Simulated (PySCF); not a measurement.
# C4H6ClF (SMILES FC/C=C\CCl) at 6 levels

We compute a comparison of 6 runs (HF/3-21G, HF/def2-SVP, B3LYP/6-31G*, BP86/def2-SVP, PBE0/def2-SVP, MP2/cc-pVDZ) of C4H6ClF. 

The calculation is run with PySCF 2.14.0.

### 1 The structure to begin with

The species is C4H6ClF (12 atoms), meant as a singlet with charge 0. As SMILES, `FC/C=C\CCl`. Geometry: relaxed at GFN2-xTB. This is one conformer, not always the lowest.

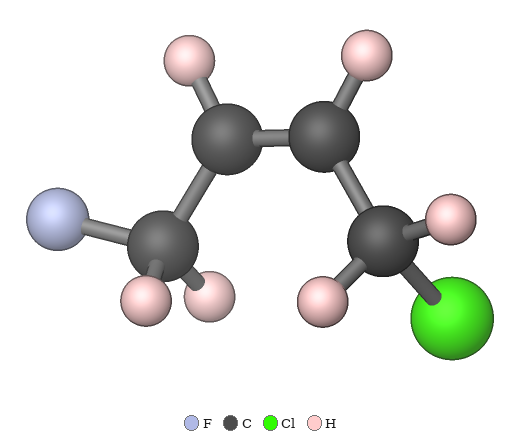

Viewed from a chosen angle; fluorine light blue, carbon dark grey, chlorine green, hydrogen pink.

### 2 Energy and forces at HF/3-21G (run 1)

Input file input.py:

```python
from pyscf import gto

molecule = gto.Mole()
molecule.atom = [
    ('F', (0.402890, -2.237780, 1.644740)),
    ('C', (-0.041430, -1.361760, 0.686680)),
    ('C', (0.544200, -0.005970, 0.905010)),
    ('C', (0.449800, 1.004630, 0.051670)),
    ('C', (-0.260850, 0.928470, -1.255000)),
    ('Cl', (-2.043470, 0.921460, -0.991100)),
    ('H', (-1.136120, -1.338210, 0.760990)),
    ('H', (0.243710, -1.785290, -0.284570)),
    ('H', (1.059030, 0.114270, 1.846780)),
    ('H', (0.870790, 1.963990, 0.311480)),
    ('H', (-0.038200, 0.005890, -1.791670)),
    ('H', (-0.050350, 1.790300, -1.885020)),
]
molecule.verbose = 4
molecule.max_memory = 1860
molecule.basis = '3-21g'
molecule.build()

myscf = molecule.RHF()
myscf.conv_tol = 1e-10
myscf.kernel()
if not myscf.converged:
    myscf = myscf.newton().run(myscf.mo_coeff, myscf.mo_occ)

e_final = myscf.e_tot
print('Final energy', e_final)
grad = myscf.nuc_grad_method().kernel()
dip = myscf.dip_moment()
pop, q = myscf.mulliken_pop()
```

Command:

```sh
$ OMP_NUM_THREADS=1 python input.py
```

Standard output:

```text
PySCF version 2.14.0

[... 70 lines left out ...]
converged SCF energy = -710.267183176499
Final energy -710.2671831764992
[... 11 lines left out ...]
Dipole moment(X, Y, Z, Debye):  1.79345,  1.21278, -1.39961
[... 83 lines left out ...]
charge of   11H =      0.28826
```

Run time: 3.9 s. Hardware: 1 thread of Intel Xeon at 2.70GHz, shared host; peak memory 0.14 GiB.

### 3 Energy and gradient at HF/def2-SVP (run 2)

Input file run.py:

```python
# FC/C=C\CCl
import pyscf.grad
from pyscf import gto, scf

mol = gto.Mole()
mol.atom = '''
F      0.761352    -4.228791     3.108108
C     -0.078291    -2.573353     1.297637
C      1.028389    -0.011282     1.710221
C      0.849999     1.898476     0.097642
C     -0.492935     1.754554    -2.371606
Cl    -3.861599     1.741307    -1.872908
H     -2.146956    -2.528850     1.438063
H      0.460545    -3.373709    -0.537759
H      2.001277     0.215939     3.489908
H      1.645555     3.711403     0.588612
H     -0.072188     0.011130    -3.385766
H     -0.095148     3.383177    -3.562172
'''
mol.basis = 'def2-svp'
mol.charge = 0
mol.unit = 'bohr'
mol.spin = 0
mol.max_memory = 1860
mol.verbose = 4
mol.build()

hf = scf.RHF(mol)
hf.conv_tol = 1e-10
hf.kernel()
if not hf.converged:
    hf = hf.newton().run(hf.mo_coeff, hf.mo_occ)

etot = hf.e_tot
print(f'total energy: {etot:.8f} hartree')
grad = hf.Gradients().kernel()
hf.analyze()
```

Command:

```sh
$ OMP_NUM_THREADS=1 python run.py
```

Standard output:

```text
PySCF version 2.14.0

[... 87 lines left out ...]
Two-electron Energy =                  543.067043820540789
[... 16 lines left out ...]
MO #13  energy= -1.07326292571769  occ= 2
[... 14 lines left out ...]
MO #28  energy= -0.376346520347042 occ= 2
[... 14 lines left out ...]
MO #43  energy= 0.629440807740279  occ= 0
[... 14 lines left out ...]
MO #58  energy= 0.921788176068304  occ= 0
[... 14 lines left out ...]
MO #73  energy= 1.49557031939736   occ= 0
[... 14 lines left out ...]
MO #88  energy= 2.10701826970897   occ= 0
[... 14 lines left out ...]
MO #103 energy= 2.77099043721819   occ= 0
[... 14 lines left out ...]
MO #118 energy= 4.22444498634455   occ= 0
[... 133 lines left out ...]
Dipole moment(X, Y, Z, Debye):  1.32935,  1.25579, -1.48435
```

It took 17 s on 1 thread of Intel Xeon at 2.70GHz, shared host; peak memory 0.3 GiB.

### 4 Energy and forces at B3LYP/6-31G(d) (Cartesian functions) (run 3)

Input file input.py:

```python
import pyscf.grad
from pyscf import gto, dft

mol = gto.Mole()
mol.atom = '''
F      0.402890    -2.237780     1.644740
C     -0.041430    -1.361760     0.686680
C      0.544200    -0.005970     0.905010
C      0.449800     1.004630     0.051670
C     -0.260850     0.928470    -1.255000
Cl    -2.043470     0.921460    -0.991100
H     -1.136120    -1.338210     0.760990
H      0.243710    -1.785290    -0.284570
H      1.059030     0.114270     1.846780
H      0.870790     1.963990     0.311480
H     -0.038200     0.005890    -1.791670
H     -0.050350     1.790300    -1.885020
'''
mol.spin = 0
mol.verbose = 4
mol.max_memory = 1860
mol.basis = '6-31g*'
mol.charge = 0
mol.cart = True
mol.build()

calc0 = dft.RKS(mol)
calc0.xc = 'b3lyp'
calc0.conv_tol = 1e-10
calc0.grids.level = 5
calc0.kernel()
if not calc0.converged:
    calc0 = calc0.newton().run(calc0.mo_coeff, calc0.mo_occ)

energy = calc0.e_tot
print(f'total energy: {energy:.8f} hartree')
grad = calc0.Gradients().kernel()
dip = calc0.dip_moment()
pop, q = calc0.mulliken_pop()
```

Command:

```sh
$ OMP_NUM_THREADS=1 python input.py
```

Standard output:

```text
PySCF version 2.14.0

[... 83 lines left out ...]
converged SCF energy = -716.036571055328
total energy: -716.03657106 hartree
[... 12 lines left out ...]
Dipole moment(X, Y, Z, Debye):  1.51330,  0.91237, -1.03121
[... 119 lines left out ...]
charge of   11H =      0.20199
```

It took 79 s on 1 thread of Intel Xeon at 2.70GHz, shared host; peak memory 1.1 GiB.

Runs 4 to 5 aren't shown in full; the table further down has their settings and results.

### 5 Energy and forces at MP2/cc-pVDZ (run 6)

Input file input.py:

```python
from pyscf import gto, mp

mol = gto.Mole()
mol.atom = '''
F        0.402890      -2.237780       1.644740
C       -0.041430      -1.361760       0.686680
C        0.544200      -0.005970       0.905010
C        0.449800       1.004630       0.051670
C       -0.260850       0.928470      -1.255000
Cl      -2.043470       0.921460      -0.991100
H       -1.136120      -1.338210       0.760990
H        0.243710      -1.785290      -0.284570
H        1.059030       0.114270       1.846780
H        0.870790       1.963990       0.311480
H       -0.038200       0.005890      -1.791670
H       -0.050350       1.790300      -1.885020
'''
mol.verbose = 3
mol.max_memory = 1860
mol.charge = 0
mol.basis = 'cc-pvdz'
mol.spin = 0
mol.build()

mf = mol.RHF()
mf.conv_tol = 1e-10
mf.kernel()
if not mf.converged:
    mf = mf.newton().run(mf.mo_coeff, mf.mo_occ)

pt = mp.MP2(mf, frozen=10).run()
energy = pt.e_tot
print('E = %.10f Eh' % energy)
grad = pt.nuc_grad_method().kernel()
dip = mf.dip_moment()
pop, q = mf.mulliken_pop()
```

Command:

```sh
$ OMP_NUM_THREADS=1 python input.py
```

Standard output:

```text
converged SCF energy = -713.889561165488
[... 11 lines left out ...]
Dipole moment(X, Y, Z, Debye):  1.47821,  1.15761, -1.35257
[... 131 lines left out ...]
charge of   11H =      0.09425
```

Run time: 61 s. Hardware: 1 thread of Intel Xeon at 2.70GHz, shared host; peak memory 1.1 GiB.

### 6 Overview of the runs

```tsv
run	level	Cartesian functions	integration grid	energy (Eh)	dipole moment (D) of the reference	HOMO energy (eV)	LUMO energy (eV)	wall time
1	HF/3-21G	no	–	-710.267183	2.58	-10.32	3.35	3.9 s
2	HF/def2-SVP	no	–	-713.528800	2.36	-10.24	3.37	17 s
3	B3LYP/6-31G* (Cartesian functions)	yes	5	-716.036571	2.05	-7.25	-0.67	79 s
4	BP86/def2-SVP	no	5	-715.740607	1.85	-6.48	-1.66	73 s
5	PBE0/def2-SVP	no	5	-715.271353	2.01	-7.65	-0.61	1.7 min
6	MP2/cc-pVDZ	no	–	-714.751274	2.31	-10.18	3.35	61 s
```

### 7 Summary of results

| quantity | value |
| --- | --- |
| run 6: total energy | -714.75127 Eh |
| run 6: dipole moment (Hartree–Fock density) | 2.31 D |
| run 6: HOMO energy (Hartree–Fock orbitals) | -10.18 eV |
| run 6: LUMO energy (Hartree–Fock orbitals) | 3.35 eV |
| run 6: HOMO–LUMO gap (Hartree–Fock orbitals) | 13.53 eV |
| run 6: correlation energy (10 core orbitals frozen) | -861.7 mEh |
| run 6: largest force on an atom | 1.081 eV/Å |

Over runs 1, 2, 3, 4, 5 the dipole moment (its size) runs from 1.85 D (BP86/def2-SVP) to 2.58 D (HF/3-21G). The two ends differ in method and basis. Over runs 1, 2, 3, 4, 5 the HOMO–LUMO gap runs from 4.82 eV (BP86/def2-SVP) to 13.66 eV (HF/3-21G). Totals of different functionals can't be ranked against each other. All runs together took 5.6 min, the longest 1.7 min.
